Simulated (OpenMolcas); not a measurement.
Run report: InN, relativistic diatomic calculation (part 2 of 2)

The same run, continued: InN. Method: SA-CASSCF(8,8)/XMS-CASPT2 + RASSI spin-orbit (X2C scalar, AMFI), ANO-RCC-VTZP (OpenMolcas).

The program's output (extracts), continued:
```
++ Dipole transition strengths (spin-free states):
     for osc. strength at least  1.00000000E-05
      From   To        Osc. strength     Einstein coefficients Ax, Ay, Az (sec-1)    Total A (sec-1)
         1    3       3.32235165E-04  1.60167362E+02  3.05195234E-04  0.00000000E+00  1.60167667E+02
         1    4       3.32572098E-04  3.01553691E-04  1.60336091E+02  0.00000000E+00  1.60336393E+02
         1    5       1.10004392E-03  4.83077149E+05  9.16243559E-01  0.00000000E+00  4.83078066E+05
         1    6       1.10175606E-03  8.97919091E-01  4.83831378E+05  0.00000000E+00  4.83832276E+05
         1    7       9.48467812E-03  5.31596607E+06  9.46609289E+00  0.00000000E+00  5.31597554E+06
         1    8       9.49464592E-03  9.33163623E+00  5.32157948E+06  0.00000000E+00  5.32158881E+06
         3    5       1.70876672E-03  0.00000000E+00  0.00000000E+00  7.01493308E+05  7.01493308E+05
         3    2       4.66935447E-05  2.39402413E-02  1.96662039E+04  0.00000000E+00  1.96662278E+04
         3    7       4.47395638E-02  0.00000000E+00  0.00000000E+00  2.36263703E+07  2.36263703E+07
         4    6       1.70946979E-03  0.00000000E+00  0.00000000E+00  7.01784488E+05  7.01784488E+05
         4    2       4.39293594E-05  1.85019425E+04  5.06403176E-02  0.00000000E+00  1.85019931E+04
         4    8       4.47385921E-02  0.00000000E+00  0.00000000E+00  2.36259505E+07  2.36259505E+07
         9   13       3.15890654E-05  1.20558740E+01  8.96236202E-04  0.00000000E+00  1.20567702E+01
         9   14       8.46765036E-04  3.71821442E+03  7.81125309E+02  0.00000000E+00  4.49933973E+03
         9   15       8.49970940E-04  7.90019318E+02  3.76048951E+03  0.00000000E+00  4.55050883E+03
         9   16       4.23512997E-03  3.57966935E+05  2.67177138E+01  0.00000000E+00  3.57993653E+05
         9   11       1.00027506E-02  0.00000000E+00  0.00000000E+00  2.59909380E+06  2.59909380E+06
        10   13       3.15852780E-05  8.97821310E-04  1.20544268E+01  0.00000000E+00  1.20553247E+01
        10   14       8.46778483E-04  7.81120024E+02  3.71829116E+03  0.00000000E+00  4.49941118E+03
        10   15       8.49961697E-04  3.76048902E+03  7.89970327E+02  0.00000000E+00  4.55045935E+03
        10   16       4.23515106E-03  2.66705362E+01  3.57968765E+05  0.00000000E+00  3.57995436E+05
        10   12       1.00027504E-02  0.00000000E+00  0.00000000E+00  2.59909376E+06  2.59909376E+06
        13   16       2.03804171E-02  0.00000000E+00  0.00000000E+00  1.49900313E+06  1.49900313E+06
        13   11       3.44555937E-04  8.27966991E+04  9.13160509E-01  0.00000000E+00  8.27976122E+04
        13   12       3.44533448E-04  9.25270045E-01  8.27912827E+04  0.00000000E+00  8.27922080E+04
        14   11       3.29655954E-04  5.17323268E+04  1.11781822E+04  0.00000000E+00  6.29105090E+04
        14   12       3.29664850E-04  1.11776187E+04  5.17345879E+04  0.00000000E+00  6.29122066E+04
        15   11       3.29462742E-04  1.11571396E+04  5.16373792E+04  0.00000000E+00  6.27945187E+04
        15   12       3.29456765E-04  5.16375264E+04  1.11558532E+04  0.00000000E+00  6.27933796E+04
        16   11       6.17132186E-05  2.95988688E+03  3.03850525E-02  0.00000000E+00  2.95991727E+03
        16   12       6.17118921E-05  3.15399286E-02  2.95982211E+03  0.00000000E+00  2.95985365E+03
         5    2       5.69867019E-05  7.28605485E-06  3.88626812E+00  0.00000000E+00  3.88627541E+00
         5    7       9.97761460E-04  0.00000000E+00  0.00000000E+00  7.37475481E+03  7.37475481E+03
         6    2       5.69790542E-05  3.88424442E+00  7.27745017E-06  0.00000000E+00  3.88425170E+00
         6    8       9.97723141E-04  0.00000000E+00  0.00000000E+00  7.37451771E+03  7.37451771E+03
         2    7       1.23271736E-05  1.23644771E-04  7.44505216E+01  0.00000000E+00  7.44506453E+01
         2    8       1.22147206E-05  7.37748828E+01  1.38151629E-04  0.00000000E+00  7.37750210E+01
 Electric-quadrupole - electric-quadrupole not included
 Electric-dipole - electric-octupole not included
 Electric-dipole - magnetic-quadrupole not included
   Eigenvalues of complex Hamiltonian:
  (Shifted by EMIN (a.u.) =      -5933.2578187259)
 SO State       Relative EMIN(au)   Rel lowest level(eV)    D:o, cm**(-1)      Omega
     1            -0.0005824074        0.0000000000              0.0000         0.0
     2            -0.0004362493        0.0039771647             32.0780         1.0
     3            -0.0004361562        0.0039796984             32.0984         1.0
     4             0.0029710138        0.0966935170            779.8858         2.0
     5             0.0029710303        0.0966939651            779.8894         2.0
     6             0.0040775186        0.1268030453           1022.7355         1.0
     7             0.0040776531        0.1268067068           1022.7651         1.0
     8             0.0046814933        0.1432380360           1155.2927         0.0
     9             0.0050699848        0.1538094276           1240.5567         0.0
    10             0.0408371698        1.1270841126           9090.5464         1.0
    11             0.0408372717        1.1270868878           9090.5688         1.0
    12             0.0443390075        1.2223739708           9859.1110         0.0
    13             0.0536808374        1.4765781142          11909.4057         2.0
    14             0.0537292924        1.4778966411          11920.0403         2.0
    15             0.0800840121        2.1950450986          17704.2327         1.0
    16             0.0800840122        2.1950451018          17704.2327         1.0
    17             0.0814290217        2.2316446752          17999.4282         0.0
    18             0.0815551531        2.2350768833          18027.1108         0.0
    19             0.0829464671        2.2729364681          18332.4690         1.0
    20             0.0829464791        2.2729367947          18332.4716         1.0
    21             0.0844571218        2.3140434747          18664.0193         2.0
    22             0.0844571222        2.3140434878          18664.0194         2.0
    23             0.0860415810        2.3571588080          19011.7679         3.0
    24             0.0860415810        2.3571588080          19011.7679         3.0
    25             0.0921363501        2.5230059242          20349.4151         0.0
    26             0.1163101633        3.1808088922          25654.9539         0.0
    27             0.1163693294        3.1824188816          25667.9393         0.0
    28             0.1167479893        3.1927227424          25751.0456         1.0
    29             0.1167482665        3.1927302870          25751.1064         1.0
    30             0.1174508964        3.2118498199          25905.3158         2.0
    31             0.1174509048        3.2118500493          25905.3177         2.0
    32             0.1182804759        3.2344238275          26087.3875         1.0
    33             0.1182805265        3.2344252048          26087.3986         1.0
    34             0.1184120425        3.2380039382          26116.2630         0.0
    35             0.1307587033        3.5739736926          28826.0418         1.0
    36             0.1307588924        3.5739788404          28826.0834         1.0
    37             0.1309764823        3.5798997632          28873.8388         2.0
    38             0.1309765074        3.5799004464          28873.8443         2.0
    39             0.1325574819        3.6229209525          29220.8281         1.0
    40             0.1325575204        3.6229219999          29220.8366         1.0
    41             0.1334518516        3.6472579916          29417.1196         0.0
    42             0.1334788740        3.6479933086          29423.0503         0.0
 Weights of the five most important spin-orbit-free states for each spin-orbit state.
 SO State  Total energy (au)           Spin-free states, spin, and weights
    1        -0.000582       1 1.0  0.9225    4 1.0  0.0376    3 1.0  0.0376   17 2.0  0.0008   18 2.0  0.0008
    2        -0.000436       1 1.0  0.9393    4 1.0  0.0582   18 2.0  0.0010   17 2.0  0.0007   10 0.0  0.0006
    3        -0.000436       1 1.0  0.9393    3 1.0  0.0582   17 2.0  0.0010   18 2.0  0.0007    9 0.0  0.0006
    4         0.002971       3 1.0  0.4997    4 1.0  0.4996   14 0.0  0.0003   17 2.0  0.0002   18 2.0  0.0002
    5         0.002971       3 1.0  0.4997    4 1.0  0.4996   15 0.0  0.0003   17 2.0  0.0002   18 2.0  0.0002
    6         0.004078       3 1.0  0.9409    1 1.0  0.0584   17 2.0  0.0004    9 0.0  0.0001    2 1.0  0.0001
    7         0.004078       4 1.0  0.9409    1 1.0  0.0585   18 2.0  0.0004   10 0.0  0.0001    2 1.0  0.0001
    8         0.004681       4 1.0  0.4997    3 1.0  0.4997   18 2.0  0.0002   17 2.0  0.0002    2 1.0  0.0001
    9         0.005070       4 1.0  0.4617    3 1.0  0.4616    1 1.0  0.0757   13 0.0  0.0007   16 0.0  0.0003
   10         0.040837       9 0.0  0.9984    1 1.0  0.0005    3 1.0  0.0003    2 1.0  0.0003   10 0.0  0.0003
   11         0.040837      10 0.0  0.9984    1 1.0  0.0005    4 1.0  0.0003    2 1.0  0.0003    9 0.0  0.0003
   12         0.044339      13 0.0  0.9991    4 1.0  0.0004    3 1.0  0.0004    1 1.0  0.0001   17 2.0  0.0000
   13         0.053681      14 0.0  0.9990    8 1.0  0.0003    7 1.0  0.0003    3 1.0  0.0002    4 1.0  0.0002
   14         0.053729      15 0.0  0.9990    8 1.0  0.0003    7 1.0  0.0003    4 1.0  0.0002    3 1.0  0.0002
   15         0.080084      18 2.0  0.4993   17 2.0  0.4990    1 1.0  0.0014    2 1.0  0.0002    6 1.0  0.0000
   16         0.080084      17 2.0  0.4993   18 2.0  0.4990    1 1.0  0.0014    2 1.0  0.0002    5 1.0  0.0000
   17         0.081429      18 2.0  0.4986   17 2.0  0.4986    5 1.0  0.0009    6 1.0  0.0009    2 1.0  0.0003
   18         0.081555      18 2.0  0.4981   17 2.0  0.4981    1 1.0  0.0014    5 1.0  0.0008    6 1.0  0.0008
   19         0.082946      18 2.0  0.9497   17 2.0  0.0463    6 1.0  0.0025    8 1.0  0.0008    4 1.0  0.0005
   20         0.082946      17 2.0  0.9497   18 2.0  0.0463    5 1.0  0.0025    7 1.0  0.0008    3 1.0  0.0005
   21         0.084457      17 2.0  0.4984   18 2.0  0.4984    5 1.0  0.0010    6 1.0  0.0010    7 1.0  0.0004
   22         0.084457      17 2.0  0.4984   18 2.0  0.4984    5 1.0  0.0010    6 1.0  0.0010    7 1.0  0.0004
   23         0.086042      17 2.0  0.5000   18 2.0  0.5000    2 1.0  0.0000    1 1.0  0.0000    9 0.0  0.0000
   24         0.086042      17 2.0  0.5000   18 2.0  0.5000    2 1.0  0.0000    1 1.0  0.0000    9 0.0  0.0000
   25         0.092136      16 0.0  0.9987    8 1.0  0.0004    7 1.0  0.0004    4 1.0  0.0001    3 1.0  0.0001
   26         0.116310       5 1.0  0.4892    6 1.0  0.4890    2 1.0  0.0150    7 1.0  0.0025    8 1.0  0.0025
   27         0.116369       5 1.0  0.4969    6 1.0  0.4966    8 1.0  0.0024    7 1.0  0.0024   17 2.0  0.0007
   28         0.116748       5 1.0  0.9783   11 0.0  0.0189   17 2.0  0.0023    9 0.0  0.0001    1 1.0  0.0001
   29         0.116748       6 1.0  0.9783   12 0.0  0.0189   18 2.0  0.0023   10 0.0  0.0001    1 1.0  0.0001
   30         0.117451       6 1.0  0.4959    5 1.0  0.4957    7 1.0  0.0030    8 1.0  0.0030   18 2.0  0.0011
   31         0.117451       6 1.0  0.4959    5 1.0  0.4957    7 1.0  0.0030    8 1.0  0.0030   18 2.0  0.0011
   32         0.118280       2 1.0  0.9898   11 0.0  0.0092    7 1.0  0.0004    9 0.0  0.0003   17 2.0  0.0002
   33         0.118281       2 1.0  0.9898   12 0.0  0.0092    8 1.0  0.0004   10 0.0  0.0003   18 2.0  0.0002
   34         0.118412       2 1.0  0.9838    6 1.0  0.0078    5 1.0  0.0077    7 1.0  0.0002    8 1.0  0.0002
   35         0.130759      11 0.0  0.7451    7 1.0  0.2333    5 1.0  0.0155    2 1.0  0.0057   17 2.0  0.0003
   36         0.130759      12 0.0  0.7452    8 1.0  0.2332    6 1.0  0.0155    2 1.0  0.0057   18 2.0  0.0003
   37         0.130976       7 1.0  0.4964    8 1.0  0.4963    6 1.0  0.0031    5 1.0  0.0031   14 0.0  0.0005
   38         0.130977       7 1.0  0.4964    8 1.0  0.4963    6 1.0  0.0031    5 1.0  0.0031   15 0.0  0.0005
   39         0.132557       7 1.0  0.7641   11 0.0  0.2265    2 1.0  0.0039    5 1.0  0.0034    8 1.0  0.0012
   40         0.132558       8 1.0  0.7642
```

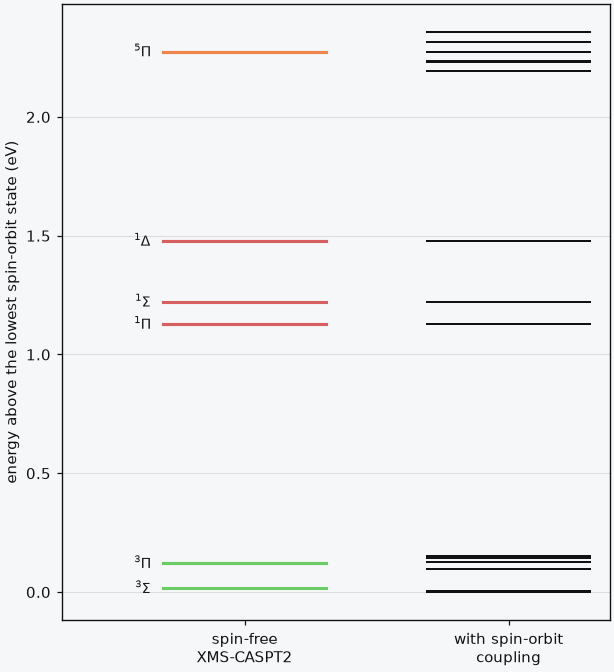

States up to 2.5 eV at 2.096 Å, without spin-orbit coupling (left, a colour for each spin multiplicity) and with it (right, where close levels merge). The spin-free states run ³Σ (0.00 eV), ³Π (0.11 eV), ¹Π (1.11 eV), ¹Σ (1.21 eV), ¹Δ (1.46 eV), ⁵Π (2.26 eV) from the lowest. The lowest spin-orbit levels have |Ω| = 0 (0 cm⁻¹), 1 (32 cm⁻¹), 2 (780 cm⁻¹), 1 (1,023 cm⁻¹), 0 (1,155 cm⁻¹).

Key numbers:

- outcome: converged; components of a degenerate state are split by 11 cm⁻¹
- lowest spin-free state: ³Σ
- lowest spin-orbit level: Ω = 0, −5933.25840 hartree
- next level: Ω = 1, 32 cm⁻¹
- hardware: 1 thread of Arm Neoverse V2, 24 GiB of memory available, shared host
- wall time: 54 s
- peak memory: 0.33 GiB

Notes:

To bear in mind: the two components of ¹Δ at 1.46 eV, degenerate in CASSCF as they must be, are split by 11 cm⁻¹ in XMS-CASPT2, an artefact that passes into its spin-orbit levels.
